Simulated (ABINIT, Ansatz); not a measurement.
**KBr (Fm-3m): G0W0 on several meshes in ABINIT**

Aim: the GW shift of KBr (Fm-3m) against the k mesh.

Method: LDA and many-body steps on it, plane waves, in ABINIT 10.8.3.

## 1. The starting structure

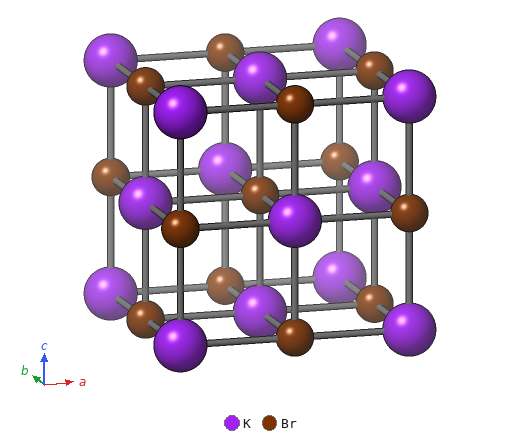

Start, viewed slightly off an axis; potassium purple, bromine brown. This picture shows the conventional cell, with its axes. Some periodic images of atoms are drawn too.

The cell and positions come from the Crystallography Open Database and are kept as given unless a step says otherwise.

## 2. Empty states on the mesh, 4×4×4 mesh, 230 bands

This step: ABINIT 10.8.3; DFT, LDA, plane waves, norm-conserving pseudopotentials.

The sums over transitions need many empty states on a uniform mesh; this step solves for them.

File run.abi:

```
acell 3*1.0 Angstrom
rprim 
  0.000000000000 3.300000000000 3.300000000000
  3.300000000000 0.000000000000 3.300000000000
  3.300000000000 3.300000000000 0.000000000000
ntypat 2
znucl 19 35
natom 2
typat 1 2
xred 
  0.000000000000 0.000000000000 0.000000000000
  0.500000000000 0.500000000000 0.500000000000
pp_dirpath "pseudos"
pseudos "K.upf, Br.upf"
ecut 32
ngkpt 4 4 4
nshiftk 1
shiftk 0 0 0
kptopt 1
chksymbreak 0
irdden 1
istwfk *1
nband 230
prtvol 0
optdriver 6
gwr_task "HDIAGO"
paral_kgb 0
occopt 1
indata_prefix "in"
outdata_prefix "out"
tmpdata_prefix "tmp"
```

The run is started by

```sh
$ OMP_NUM_THREADS=1 mpirun -n 4 abinit run.abi > log
```

Numbers of over 12 decimals in the logs are rounded to 6 here.

The program printed:

```text
.Version 10.8.3 of ABINIT. v10.8.2 released Aug 2026.

 Symmetries : space group Fm -3 m (#225); Bravais cF (face-center cubic)
[... echo of the input left out ...]
== DATASET  1 ==================================================================
-   mpi_nproc: 4, omp_nthreads: 1 (-1 if OMP is not activated)

--- !DatasetInfo
iteration_state: {dtset: 1, }
dimensions: {natom: 2, nkpt: 8, mband: 230, nsppol: 1, nspinor: 1, nspden: 1, mpw: 4279, }
cutoff_energies: {ecut:  32.0, pawecutdg:  -1.0, }
[...]
Direct band gap semiconductor
 Fundamental gap:     4.032 (eV)
   VBM:    -0.201 (eV) at k: [ 0.0000E+00,  0.0000E+00,  0.0000E+00]
   CBM:     3.831 (eV) at k: [ 0.0000E+00,  0.0000E+00,  0.0000E+00]
 Direct gap:         4.032 (eV) at k: [ 0.0000E+00,  0.0000E+00,  0.0000E+00]

== END DATASET(S) ==============================================================
================================================================================

 -outvars: echo values of variables after computation  --------
           etotal      0.0000000000E+00
            nband         230
             nkpt           8
          spgroup         225
 [... the other variables as echoed above ...]

 Calculation completed.
```

Run time: 1.8 min. Hardware: 4 MPI ranks of Arm Neoverse V2, shared host; peak memory 4.1 GiB; 7 min of CPU time.

Numbers from this step:

```
gap                                                           : 4.032 eV
k of the valence top                                          : 0, 0, 0
k of the conduction bottom                                    : 0, 0, 0
least direct gap                                              : 4.032 eV
k points computed                                             : 8
lowest point of the top converged band, above the valence top : 112.5320 eV
```

On this mesh the gap is 4.032 eV.

The density comes from a self-consistent run that is not shown.

## 3. Screening, 4×4×4 mesh, 95 bands, screening to 141.5 eV

The RPA dielectric matrix is built and inverted for each q.

This step: RPA screening on LDA, plane waves, norm-conserving pseudopotentials.

run.abi, as its differences from that of step 2:

```diff
@@ -20,10 +20,11 @@
 chksymbreak 0
-irdden 1
 istwfk *1
-nband 230
-prtvol 0
-optdriver 6
-gwr_task "HDIAGO"
-paral_kgb 0
 occopt 1
+irdwfk 1
+optdriver 3
+nband 95
+ecuteps 5.2
+inclvkb 2
+awtr 1
+symchi 1
 indata_prefix "in"
```

The program printed:

```text
.Version 10.8.3 of ABINIT. v10.8.2 released Aug 2026.

 Symmetries : space group Fm -3 m (#225); Bravais cF (face-center cubic)
[... echo of the input left out ...]
== DATASET  1 ==================================================================
-   mpi_nproc: 4, omp_nthreads: 1 (-1 if OMP is not activated)

--- !DatasetInfo
iteration_state: {dtset: 1, }
dimensions: {natom: 2, nkpt: 8, mband: 95, nsppol: 1, nspinor: 1, nspden: 1, mpw: 4279, }
cutoff_energies: {ecut:  32.0, pawecutdg:  -1.0, }
electrons: {nelect:   1.60000000E+01, charge:   0.00000000E+00, occopt:   1.00000000E+00, tsmear:   1.00000000E-02, }

 SCREENING: Calculation of the susceptibility and dielectric matrices

 Based on a program developped by R.W. Godby, V. Olevano, G. Onida, and L. Reining.
 Incorporated in ABINIT by V. Olevano, G.-M. Rignanese, and M. Torrent.
.Using double precision arithmetic ; gwpc =  8

[... cell and pseudopotentials left out ...]
--------------------------------------------------------------------------------

 ==== K-mesh for the wavefunctions ====
 Number of points in the irreducible wedge :     8
[... list of points left out ...]
 Together with 48 symmetry operations and time-reversal symmetry
 yields    64 points in the full Brillouin Zone.

 ==== Q-mesh for the screening function ====
 Number of points in the irreducible wedge :     8
[... list of points left out ...]
 Together with 48 symmetry operations and time-reversal symmetry
 yields    64 points in the full Brillouin Zone.

 setmesh: FFT mesh size selected  =    32x   32x   32
          total number of points  =        32768

 vcoul_init : cutoff-mode = AUXILIARY_FUNCTION
 q-points for optical limit:   1
     1)      0.000010    0.000020    0.000030

- screening: taking advantage of time-reversal symmetry
- Maximum band index for partially occupied states nbvw = 8
- Remaining bands to be divided among processors   nbcw = 87
- Number of bands treated by each node ~21

 Number of electrons calculated from density =   16.0000; Expected =   16.0000
 average of density, n =  0.032988
 r_s =    1.9343
 omega_plasma =   17.5199 [eV]

 calculating chi0 at frequencies [eV] :
  1    0.000000E+00    0.000000E+00
  2    0.000000E+00    1.751989E+01

--------------------------------------------------------------------------------
  q-point number  1        q = ( 0.000000, 0.000000, 0.000000) [r.l.u.]
--------------------------------------------------------------------------------
[... chi0 elements left out ...]
 For q-point:  0.000010 0.000020 0.000030
  dielectric constant =   2.4992
  dielectric constant without local fields =   2.9940

  Average fulfillment of the sum rule on Im[epsilon] for q-point    1 :     72.71  [%]
[... wings left out ...]
  q-point number  2        q = ( 0.250000, 0.000000, 0.000000) [r.l.u.]
--------------------------------------------------------------------------------
[... chi0 elements left out ...]
  Average fulfillment of the sum rule on Im[epsilon] for q-point    2 :     82.16  [%]

 [... 6 further q-points ...]
```

Run time: 21 s. Hardware: 4 MPI ranks; peak memory 0.96 GiB.

This step gave:

- ε∞ with local fields, on this mesh, along the program's q direction: 2.499
- the same without local fields: 2.994
- plasma frequency: 17.52 eV
- plane waves in the screening matrix: 283

Local fields lower ε∞ by 17 %.

## 4. 4×4×4

The self-energy is evaluated for the states that the input lists, and the levels follow from it, in one-shot runs by the linearised quasiparticle equation.

This step: G0W0 on LDA, plane waves, norm-conserving pseudopotentials.

run.abi, as its differences from that of step 3:

```diff
@@ -23,8 +23,15 @@
 irdwfk 1
-optdriver 3
+optdriver 4
 nband 95
+gwcalctyp 0
+ecutsigx 32
+symsigma 1
+nkptgw 1
+kptgw 
+  0.0000000000 0.0000000000 0.0000000000
+bdgw 
+  6 12
 ecuteps 5.2
-inclvkb 2
-awtr 1
-symchi 1
+irdscr 1
+ppmodel 1
 indata_prefix "in"
```

The program printed:

```text
.Version 10.8.3 of ABINIT. v10.8.2 released Aug 2026.

 Symmetries : space group Fm -3 m (#225); Bravais cF (face-center cubic)
[... echo of the input left out ...]
== DATASET  1 ==================================================================
-   mpi_nproc: 4, omp_nthreads: 1 (-1 if OMP is not activated)

--- !DatasetInfo
iteration_state: {dtset: 1, }
dimensions: {natom: 2, nkpt: 8, mband: 95, nsppol: 1, nspinor: 1, nspden: 1, mpw: 4279, }
cutoff_energies: {ecut:  32.0, pawecutdg:  -1.0, }
electrons: {nelect:   1.60000000E+01, charge:   0.00000000E+00, occopt:   1.00000000E+00, tsmear:   1.00000000E-02, }

 SIGMA: Calculation of the GW corrections

 Based on a program developped by R.W. Godby, V. Olevano, G. Onida, and L. Reining.
 Incorporated in ABINIT by V. Olevano, G.-M. Rignanese, and M. Torrent.
.Using double precision arithmetic ; gwpc =  8

[... cell and pseudopotentials left out ...]
--------------------------------------------------------------------------------

 ==== K-mesh for the wavefunctions ====
 Number of points in the irreducible wedge :     8
[... list of points left out ...]
 Together with 48 symmetry operations and time-reversal symmetry
 yields    64 points in the full Brillouin Zone.

 ==== Q-mesh for screening function ====
 Number of points in the irreducible wedge :     8
[... list of points left out ...]
 Together with 48 symmetry operations and time-reversal symmetry
 yields    64 points in the full Brillouin Zone.

 vcoul_init : cutoff-mode = AUXILIARY_FUNCTION
 q-points for optical limit:   1
     1)      0.000010    0.000020    0.000030
 setmesh: FFT mesh size selected  =    45x   45x   45
          total number of points  =        91125

 Number of electrons calculated from density =   16.0000; Expected =   16.0000
 average of density, n =  0.032988
 r_s =    1.9343
 omega_plasma =   17.5199 [eV]

 === KS Band Gaps ===
  >>>> For spin  1
   Minimum direct gap =   4.0319 [eV], located at k-point      :   0.0000  0.0000  0.0000
   Fundamental gap    =   4.0319 [eV], Top of valence bands at :   0.0000  0.0000  0.0000
                                       Bottom of conduction at :   0.0000  0.0000  0.0000
 SIGMA fundamental parameters:
 PLASMON POLE MODEL  1
 number of plane-waves for SigmaX                 4279
 number of plane-waves for SigmaC and W            283
 number of plane-waves for wavefunctions          4279
 number of bands                                    95
 number of independent spin polarizations            1
 number of spinorial components                      1
 number of k-points in IBZ                           8
 number of q-points in IBZ                           8
 number of symmetry operations                      48
 number of k-points in BZ                           64
 number of q-points in BZ                           64
 number of frequencies for dSigma/dE                 9
 frequency step for dSigma/dE [eV]                0.25
 number of omega for Sigma on real axis              0
 max omega for Sigma on real axis  [eV]           0.00
 zcut for avoiding poles [eV]                     0.10

 EPSILON^-1 parameters (SCR file):
 dimension of the eps^-1 matrix on file            283
 dimension of the eps^-1 matrix used               283
 number of plane-waves for wavefunctions          4279
 number of bands                                    95
 number of q-points in IBZ                           8
 number of frequencies                               2
 number of real frequencies                          1
 number of imag frequencies                          1

 matrix elements of self-energy operator (all in [eV])

 Perturbative Calculation

--- !SelfEnergy_ee
iteration_state: {dtset: 1, }
kpoint     : [   0.000,    0.000,    0.000, ]
spin       : 1
KS_gap     :    4.032
QP_gap     :    6.785
Delta_QP_KS:    2.753
data: !SigmaeeData |
     Band     E0 <VxcDFT>   SigX SigC(E0)      Z dSigC/dE  Sig(E)    E-E0       E
        6  -0.201 -12.640 -16.505   1.837   0.810  -0.235 -14.282  -1.641  -1.843
        7  -0.201 -12.640 -16.505   1.837   0.810  -0.235 -14.282  -1.641  -1.843
        8  -0.201 -12.640 -16.505   1.837   0.810  -0.235 -14.282  -1.641  -1.843
        9   3.831  -7.272  -3.194  -2.786   0.861  -0.162  -6.161   1.111   4.942
       10   7.158  -8.721  -3.699  -2.973   0.855  -0.170  -6.969   1.752   8.910
       11   7.158  -8.721  -3.699  -2.973   0.855  -0.170  -6.969   1.752   8.910
       12   7.158  -8.721  -3.699  -2.973   0.855  -0.170  -6.969   1.752   8.910

== END DATASET(S) ==============================================================
================================================================================

 -outvars: echo values of variables after computation  --------
           etotal      0.0000000000E+00
            nband          95
             nkpt           8
          spgroup         225
 [... the other variables as echoed above ...]

 Calculation completed.
```

The job ended after 6.7 s (4 MPI ranks; peak memory 0.98 GiB).

This step gave:

```
G0W0 gap on the points computed              : 6.785 eV
starting gap on the mesh                     : 4.032 eV
k of the valence top                         : 0, 0, 0
k of the conduction bottom                   : 0, 0, 0
Z at the valence top                         : 0.81
Z at the conduction bottom                   : 0.861
least direct G0W0 gap on the computed points : 6.785 eV
```

The gap on the mesh goes from 4.03 eV to 6.79 eV, a correction of +2.75 eV.

## 5. Empty states on the mesh, 2×2×2 mesh, 103 bands

This step: DFT, LDA, plane waves, norm-conserving pseudopotentials.

run.abi, as its differences from that of step 4:

```diff
@@ -15,3 +15,3 @@
 ecut 32
-ngkpt 4 4 4
+ngkpt 2 2 2
 nshiftk 1
@@ -20,18 +20,10 @@
 chksymbreak 0
+iscf -2
+irdden 1
 istwfk *1
-occopt 1
-irdwfk 1
-optdriver 4
-nband 95
-gwcalctyp 0
-ecutsigx 32
-symsigma 1
-nkptgw 1
-kptgw 
-  0.0000000000 0.0000000000 0.0000000000
-bdgw 
-  6 12
-ecuteps 5.2
-irdscr 1
-ppmodel 1
+nband 103
+nbdbuf 8
+tolwfr 1e-09
+nstep 60
+prtvol 0
 indata_prefix "in"
```

The program printed:

```text
.Version 10.8.3 of ABINIT. v10.8.2 released Aug 2026.

 Symmetries : space group Fm -3 m (#225); Bravais cF (face-center cubic)
[... echo of the input left out ...]
== DATASET  1 ==================================================================
-   mpi_nproc: 4, omp_nthreads: 1 (-1 if OMP is not activated)
-    --> not optimal distribution: autoparal keyword recommended in input file <--

--- !DatasetInfo
iteration_state: {dtset: 1, }
dimensions: {natom: 2, nkpt: 3, mband: 103, nsppol: 1, nspinor: 1, nspden: 1, mpw: 4279, }
cutoff_energies: {ecut:  32.0, pawecutdg:  -1.0, }
[...]
2.16083    2.16083    2.16083    2.17096    2.17096    2.17096    2.17650    2.17650
   2.18728    2.29459    2.29459    2.29459    2.30301    2.30301    2.30301    2.33268
   2.33268    2.33268    2.35419    2.35422    2.35440    2.37269    2.37280
 prteigrs : prtvol=0 or 1, do not print more k-points.

== END DATASET(S) ==============================================================
================================================================================

 -outvars: echo values of variables after computation  --------
            nband         103
             nkpt           3
          spgroup         225
 [... the other variables as echoed above ...]

 Calculation completed.
```

It took 15 s on 4 MPI ranks; peak memory 0.32 GiB.

Numbers from this step:

```
gap                                                           : 4.032 eV
k of the valence top                                          : 0, 0, 0
k of the conduction bottom                                    : 0, 0, 0
least direct gap                                              : 4.032 eV
k points computed                                             : 3
lowest point of the top converged band, above the valence top : 60.5981 eV
```

On this mesh the gap is 4.032 eV.

(Continued in part 2 of 2.)

[Paths, hosts, dates, memory and timing lines, banners, echoed tables and standing remarks are left out of the program output.]

[Logs are printed without paths, hosts, clocks, repeated set-up lines and the standing remarks that a program may print on its own settings, such as how far it seeks lower states.]

[Runs of the session that timed out or met a known fault of the program may be left out.]

[Hosts, paths, dates, database ids (printed as entryN), source tags and the programs' standing remarks are cut or masked in the printed files.]

[G0W0 gaps are taken among the corrected bands and points alone; a level outside them can change the order at an edge.]

[Where Ansatz stands beside ABINIT at settings called matched, ABINIT's density can come from a denser mesh and the files from another edition; pairs whose starting gaps differed by over 0.03 eV were left out, so agreement reads better than it is.]
